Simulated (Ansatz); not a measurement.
Consider WBr4Cl2.

```xyz
14
Lattice="12.1398 0.0000 0.0000 0.0000 13.3115 0.0000 0.0000 0.0000 3.3127" Properties=species:S:1:pos:R:3 pbc="T T T"
W     0.0000    0.0000    0.0000
W     6.0699    6.6558    0.0000
Br    4.1148    6.6558    1.6563
Br   10.1847    0.0000    1.6563
Br    1.9551    0.0000    1.6563
Br    8.0250    6.6558    1.6563
Br    0.0000    2.4013    0.0000
Br    6.0699    9.0570    0.0000
Br    0.0000   10.9103    0.0000
Br    6.0699    4.2545    0.0000
Cl    3.0349    9.9837    1.6563
Cl    9.1048    3.3279    1.6563
Cl    3.0349    3.3279    1.6563
Cl    9.1048    9.9837    1.6563
```

Space group Cmmm; a structure from a database of computed crystals, not necessarily the ambient phase; a generated structure, not necessarily the stable one.

These are results of Ansatz, DFT PBE, scalar-relativistic, plane waves, PAW, not measurements.

Question: What will maps of the valence pseudo-density and electron localisation function show?

Answer: W–Br (2.56 Å): the density is about 0.5 e/Å³ at the midpoint; the ELF is about 0.45 at the midpoint.

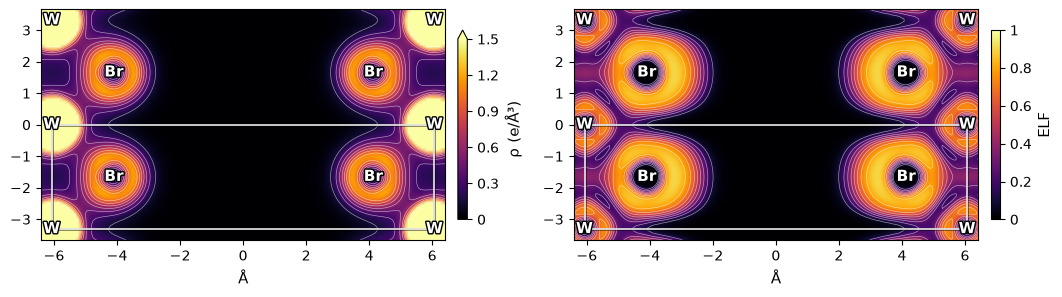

Computed valence pseudo-density and electron localisation function on the (010) plane of the conventional cell, in this order. 
